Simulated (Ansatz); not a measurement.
# Squeezing and shearing a frame of glassy nearly rigid 77ZrO2-23SiO2 (mol %) from 1800 K (90 atoms)

How stiff is a frame of glassy nearly rigid 77ZrO2-23SiO2 (mol %) from 1800 K (90 atoms), and how do its levels respond to strain?

Calculated with Ansatz 0.2.0; Kohn-Sham DFT, PBE, PAW (set soft_2), plane waves.

## 1. Set-up

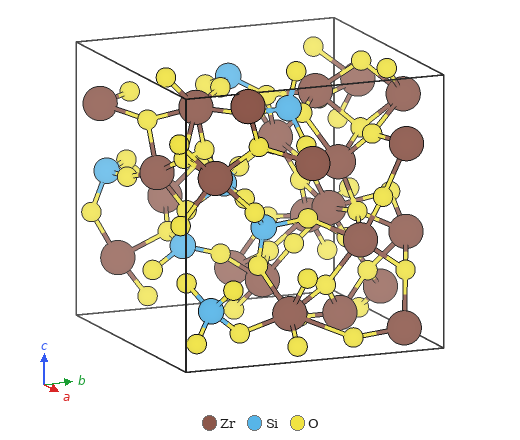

The starting structure, seen slightly off an axis (zirconium brown, silicon blue, oxygen yellow). Some periodic images of atoms are drawn too.

The cell holds 90 atoms: 23 Zr, 7 Si and 60 O. Cell: a = 10.716 Å, b = 10.716 Å, c = 10.716 Å, α = 90.0°, β = 90.0°, γ = 90.0°. 90 atoms (23 Zr, 7 Si, 60 O) placed at random at 4.39 g/cm³, melted at 4000 K for 10 ps at fixed volume with the Morse and Coulomb pair potential with partial charges (Pedone, Malavasi, Menziani, Cormack and Segre, J. Phys. Chem. B 110, 11780 (2006)). Snapshot at the end of a hold of 10 ps at 1800 K and fixed volume.

What the set-up can't give: The network of bonds at the start is that of the classical potential that made the cell, and needn't be the one that DFT or experiment would give. The Brillouin zone is sampled at Γ only.

## 2. Single point at the start

The forces at the start show how far the geometry lies from a minimum of this functional.

input.yaml

```yaml
crystal:
  lattice:
    - [10.716, 0.0, 0.0]
    - [0.0, 10.716, 0.0]
    - [0.0, 0.0, 10.716]
  atoms:
    - { symbol: Zr, position: [0.1858, 0.81796, 0.3322] }
    - { symbol: Zr, position: [0.01229, 0.33872, 0.40934] }
    - { symbol: Zr, position: [0.25432, 0.6642, 0.64631] }
    - { symbol: Zr, position: [0.45949, 0.78465, 0.41998] }
    - { symbol: Zr, position: [0.12554, 0.10786, 0.22727] }
    - { symbol: Zr, position: [0.67132, 0.73114, 0.63706] }
    - { symbol: Zr, position: [0.45071, 0.73578, 0.85067] }
    - { symbol: Zr, position: [0.98048, 0.50038, 0.71602] }
    - { symbol: Zr, position: [0.96044, 0.87235, 0.75138] }
    - { symbol: Zr, position: [0.94662, 0.86967, 0.07435] }
    - { symbol: Zr, position: [0.66738, 0.98437, 0.86242] }
    - { symbol: Zr, position: [0.39845, 0.55251, 0.16414] }
    - { symbol: Zr, position: [0.45394, 0.98678, 0.11326] }
    - { symbol: Zr, position: [0.46058, 0.11748, 0.60805] }
    - { symbol: Zr, position: [0.84464, 0.17989, 0.66159] }
    - { symbol: Zr, position: [0.22602, 0.99638, 0.82261] }
    - { symbol: Zr, position: [0.86972, 0.73258, 0.3926] }
    - { symbol: Zr, position: [0.51466, 0.24516, 0.84664] }
    - { symbol: Zr, position: [0.08019, 0.56914, 0.13907] }
    - { symbol: Zr, position: [0.66261, 0.74061, 0.08243] }
    - { symbol: Zr, position: [0.99356, 0.24351, 0.95015] }
    - { symbol: Zr, position: [0.82023, 0.47927, 0.13452] }
    - { symbol: Zr, position: [0.71886, 0.9732, 0.37032] }
    - { symbol: Si, position: [0.43335, 0.38833, 0.53891] }
    - { symbol: Si, position: [0.2622, 0.47796, 0.88794] }
    - { symbol: Si, position: [0.13883, 0.05897, 0.55242] }
    - { symbol: Si, position: [0.69715, 0.52693, 0.85695] }
    - { symbol: Si, position: [0.70737, 0.42637, 0.43146] }
    - { symbol: Si, position: [0.36315, 0.25898, 0.30652] }
    - { symbol: Si, position: [0.84052, 0.16551, 0.17542] }
    - { symbol: O, position: [0.78242, 0.81491, 0.7563] }
    - { symbol: O, position: [0.03528, 0.17961, 0.56054] }
    - { symbol: O, position: [0.06252, 0.46494, 0.54869] }
    - { symbol: O, position: [0.8177, 0.28614, 0.0789] }
    - { symbol: O, position: [0.6483, 0.14086, 0.69626] }
    - { symbol: O, position: [0.91426, 0.31923, 0.77919] }
    - { symbol: O, position: [0.3551, 0.89837, 0.27926] }
    - { symbol: O, position: [0.56001, 0.86682, 0.97224] }
    - { symbol: O, position: [0.48198, 0.6927, 0.59284] }
    - { symbol: O, position: [0.96382, 0.48744, 0.29245] }
    - { symbol: O, position: [0.43958, 0.31014, 0.67] }
    - { symbol: O, position: [0.38314, 0.13347, 0.23382] }
    - { symbol: O, position: [0.68762, 0.79804, 0.45395] }
    - { symbol: O, position: [0.43452, 0.243, 0.45343] }
    - { symbol: O, position: [0.0501, 0.89852, 0.91328] }
    - { symbol: O, position: [0.95024, 0.67078, 0.05755] }
    - { symbol: O, position: [0.28593, 0.82122, 0.7808] }
    - { symbol: O, position: [0.86439, 0.90944, 0.2659] }
    - { symbol: O, position: [0.07969, 0.66058, 0.7298] }
    - { symbol: O, position: [0.54896, 0.8692, 0.72485] }
    - { symbol: O, position: [0.47726, 0.66188, 0.0347] }
    - { symbol: O, position: [0.13138, 0.44449, 0.83244] }
    - { symbol: O, position: [0.70876, 0.55167, 0.99217] }
    - { symbol: O, position: [0.91255, 0.07895, 0.07828] }
    - { symbol: O, position: [0.24364, 0.50844, 0.02617] }
    - { symbol: O, position: [0.86296, 0.03282, 0.80272] }
    - { symbol: O, position: [0.56929, 0.10552, 0.98003] }
    - { symbol: O, position: [0.60649, 0.87202, 0.21392] }
    - { symbol: O, position: [0.32932, 0.49139, 0.56994] }
    - { symbol: O, position: [0.76166, 0.5744, 0.46274] }
    - { symbol: O, position: [0.39691, 0.3903, 0.88266] }
    - { symbol: O, position: [0.81252, 0.54696, 0.74154] }
    - { symbol: O, position: [0.02976, 0.73108, 0.30156] }
    - { symbol: O, position: [0.14573, 0.21457, 0.08126] }
    - { symbol: O, position: [0.39208, 0.3928, 0.27197] }
    - { symbol: O, position: [0.11092, 0.92632, 0.17973] }
    - { symbol: O, position: [0.19084, 0.27368, 0.3229] }
    - { symbol: O, position: [0.23228, 0.64781, 0.22624] }
    - { symbol: O, position: [0.81809, 0.05658, 0.49263] }
    - { symbol: O, position: [0.49384, 0.63396, 0.30984] }
    - { symbol: O, position: [0.27346, 0.75266, 0.4856] }
    - { symbol: O, position: [0.13418, 0.00169, 0.40549] }
    - { symbol: O, position: [0.33842, 0.5935, 0.82317] }
    - { symbol: O, position: [0.82423, 0.34139, 0.51763] }
    - { symbol: O, position: [0.6968, 0.1313, 0.25067] }
    - { symbol: O, position: [0.78426, 0.87097, 0.99092] }
    - { symbol: O, position: [0.95451, 0.20346, 0.27164] }
    - { symbol: O, position: [0.75447, 0.64705, 0.21136] }
    - { symbol: O, position: [0.65802, 0.37787, 0.84186] }
    - { symbol: O, position: [0.72506, 0.39651, 0.29793] }
    - { symbol: O, position: [0.10015, 0.9717, 0.65501] }
    - { symbol: O, position: [0.90525, 0.80498, 0.55143] }
    - { symbol: O, position: [0.57183, 0.40988, 0.51002] }
    - { symbol: O, position: [0.53669, 0.9892, 0.47753] }
    - { symbol: O, position: [0.30184, 0.96828, 0.00542] }
    - { symbol: O, position: [0.98409, 0.43981, 0.05201] }
    - { symbol: O, position: [0.28109, 0.07755, 0.55894] }
    - { symbol: O, position: [0.59916, 0.6217, 0.81127] }
    - { symbol: O, position: [0.39924, 0.10625, 0.78965] }
    - { symbol: O, position: [0.12908, 0.1523, 0.83241] }
kpoints:
  mp_grid: { grid: [1, 1, 1] }
hamiltonian:
  xc: pbe
scf:
  occupations: { method: gaussian, width: 0.025 }
output:
  forces: true
```

Run with:

```console
$ ansatz run input.yaml --threads 4 --pin off --max-ram 8192MiB --backend cpu --events-out ev --progress --plain --runs-dir out
```

Numbers of over 12 decimals in the logs are rounded to 6 here.

The program printed:

```text
Engine: ansatz 0.2.0, x86_64-unknown-linux-gnu
Pseudopotentials: kind: paw
Pseudopotential: Zr, paw, valence charge 12, recommended cutoff 420 eV (normal), Zr.paw.azcp
Pseudopotential: Si, paw, valence charge 4, recommended cutoff 420 eV (normal), Si.paw.azcp
Pseudopotential: O, paw, valence charge 6, recommended cutoff 420 eV (normal), O.paw.azcp
[... 5 lines on functional and potentials left out ...]
Crystal: 90 atoms, lattice volume = 1230.547 Å³
Basis set: ecut = 420 eV, 23871 PW (Γ), exchange–correlation on 144×144×144 points (8 copies of the dense FFT grid, shifted against one another)
Bands: 422, of which v1, the nominal top of the filled ones, is band 332 counted from 1 (331 counted from 0)
Symmetry: 1 space group operations
Space group: P1 (ITA 1), of the structure as read, at distance tolerance 1.1e-4 Å
k-points: 1
[... 7 lines on functional and potentials left out ...]
Initial density: superposition of atomic densities (neutral atoms: chi_scale 0, normalization atom), corrected by the library's trained network
Initial wavefunctions: pseudopotential atomic-orbital guess
Functional: x = pbe(κ = 0.804, μ = 0.219515), c = pbe(β = 0.066725)
SCF iter   1: F=—  HF=-134839.357759 eV  |F-HF|=—  |Δ(HF+E_count)|=         —  Δρ=4.38e-3  dr2=2.48e-1  ethr=1.77e-3  ⟨swp⟩=6.0  Hψ=1590  notcnv=0  defer=53
preconditioner: auto → Resta (q_TF=auto, 2.462 Å⁻¹)  ε∞=3.9  [insulator: Δε(μ)=2.601 eV  Ē_g=15.500 eV  σ=0.025 eV  W_gap=1.00  n_scr=304 (ndim 8)  ℏωp=26.3 eV  f_vac=0.089  D(μ)=0.00/eV (n_scr^D=0)  ε∞_Penn≈3.9]
SCF iter   2: F=—  HF=-134839.326231 eV  |F-HF|=—  |Δ(HF+E_count)|=   3.15e-2  Δρ=2.41e-3  dr2=4.59e-2  ethr=3.74e-5  ⟨swp⟩=2.0  Hψ=678  notcnv=0  defer=84
SCF iter   3: F=—  HF=-134839.326203 eV  |F-HF|=—  |Δ(HF+E_count)|=   2.77e-5  Δρ=1.11e-3  dr2=1.46e-2  ethr=6.91e-6  ⟨swp⟩=2.0  Hψ=533  notcnv=0  defer=47
automatic band count: iteration 3 solves 385 bands in place of 422: the levels show a gap, and the empty bands left out lie too high to hold charge; the band table lists the bands solved (type scf.n_extra_bands for more)
SCF iter   4: F=—  HF=-134839.328181 eV  |F-HF|=—  |Δ(HF+E_count)|=   1.98e-3  Δρ=3.61e-4  dr2=1.70e-3  ethr=2.20e-6  ⟨swp⟩=2.0  Hψ=524  notcnv=0  defer=47
SCF iter   5: F=—  HF=-134839.328504 eV  |F-HF|=—  |Δ(HF+E_count)|=   3.23e-4  Δρ=1.99e-4  dr2=4.81e-4  ethr=2.56e-7  ⟨swp⟩=2.0  Hψ=530  notcnv=0  defer=47
SCF iter   6: F=—  HF=-134839.328655 eV  |F-HF|=—  |Δ(HF+E_count)|=   1.50e-4  Δρ=6.47e-5  dr2=5.50e-5  ethr=7.25e-8  ⟨swp⟩=2.0  Hψ=533  notcnv=0  defer=47
SCF iter   7: F=—  HF=-134839.331852 eV  |F-HF|=—  |Δ(HF+E_count)|=   3.20e-3  Δρ=4.10e-5  dr2=2.05e-5  ethr=8.29e-9  ⟨swp⟩=2.0  Hψ=652  notcnv=0  defer=47
SCF iter   8: F=—  HF=-134839.331858 eV  |F-HF|=—  |Δ(HF+E_count)|=   6.05e-6  Δρ=1.39e-5  dr2=2.77e-6  ethr=3.09e-9  ⟨swp⟩=2.0  Hψ=575  notcnv=0  defer=47
SCF iter   9: F=—  HF=-134839.331861 eV  |F-HF|=—  |Δ(HF+E_count)|=   2.80e-6  Δρ=8.43e-6  dr2=9.63e-7  ethr=4.17e-10  ⟨swp⟩=2.0  Hψ=534  notcnv=0  defer=47
SCF iter  10: F=—  HF=-134839.331861 eV  |F-HF|=—  |Δ(HF+E_count)|=   3.71e-7  Δρ=3.31e-6  dr2=1.57e-7  ethr=1.45e-10  ⟨swp⟩=2.0  Hψ=575  notcnv=0  defer=47
SCF iter  11: F=-134839.331861 eV  HF=-134839.331861 eV  |F-HF|=1.18e-8  |Δ(HF+E_count)|=   1.25e-7  Δρ=1.44e-6  dr2=3.05e-8  ethr=1.51e-11  ⟨swp⟩=4.0  Hψ=1142  notcnv=0
SCF 1 converged in 11 iterations: F = -134839.331861 eV  dr2 = 3.05e-8
  greatest PAW one-centre occupation: 0.995 electrons in one spin orbital (limit 2), on the Zr atom at site 22 (counted from 0), in its partial waves of l = 0
SCF converged after 11 iterations
Free energy (F): -134839.331861 eV
Harris-Foulkes:  -134839.331861 eV  (|F-HF|=1.18e-8)
Internal energy: -134839.331861 eV  (E = F + TS)
E sigma→0 (E₀):  -134839.331861 eV
Fermi energy:    8.819838 eV
--- Per-component energies (eV) ---
  E_band       = -4111.809325
  E_kinetic    = 18513.109603
  E_local      = -45957.796368  (includes V_loc(G=0)·N_el)
  E_nonlocal   = 4795.763429
  E_hartree    = 16457.791130
  E_xc         = -8561.840320
  E_vxc        = -10403.855721  (∫ρ·V_xc dr)
  E_paw        = -80992.977782  (= ΣΔE_a)
  E_vpaw       = -3974.755859  (= ΣTr[D̂ρ^β])
  E_aug_tail   = 0.148769  (compensation charges beyond the density's cutoff)
  E_ewald      = -39093.530321
  E_smearing   = -0.000000  (= −TS)
  E_closure    = 0.000000  (closes the sum)
  Σ components = -134839.331861   (vs F -134839.331861, Δ=0.00e0)
--- Forces (eV/Å), atoms counted from 1 ---
  atom   1  Zr    -0.39765624     2.13996188    -2.18922411
  atom   2  Zr    -0.00126248     1.28023118     2.02722172
  atom   3  Zr     0.26219610    -1.95730113     0.75680376
  atom   4  Zr     2.85880939     0.77372877    -0.79847985
  atom   5  Zr    -0.11978649     0.35534596    -1.15711278
  atom   6  Zr    -0.02117608    -0.49677879    -1.44577029
  atom   7  Zr     0.99160331     2.61548169     0.17459170
  atom   8  Zr     3.48011245    -2.15963453    -1.77990394
  atom   9  Zr    -1.35290288    -1.09158690    -1.80934777
  atom  10  Zr     1.79378623     0.43971371     2.41025002
  atom  11  Zr     0.25440563    -1.95543946    -1.39512320
  atom  12  Zr    -1.27350787     1.44072523     2.51735502
  atom  13  Zr    -0.58959147    -0.28684408     0.79159914
  atom  14  Zr     0.27617475    -1.65344960    -2.92961819
[...]
atom  89  O     -0.54337528    -1.51617652    -0.13240604
  atom  90  O     -1.54820525     0.09987866     1.22152951
  max |Σ_I F_I| component: 5.57e-5 eV/Å
```

Run time: 8.9 s. Hardware: 4 threads of Intel Xeon Platinum 8488C (Sapphire Rapids), shared host; peak memory 1.8 GiB; 33 s of CPU time.

The r.m.s. force at the start is 1.9 eV/Å.

[end of part 1 of 3]

[Logs are printed without paths, hosts, clocks, repeated set-up lines and the standing remarks that a program may print on its own settings, such as how far it seeks lower states.]

[Hosts, paths, dates, database ids (printed as entryN), source tags and the programs' standing remarks are cut or masked in the printed files.]
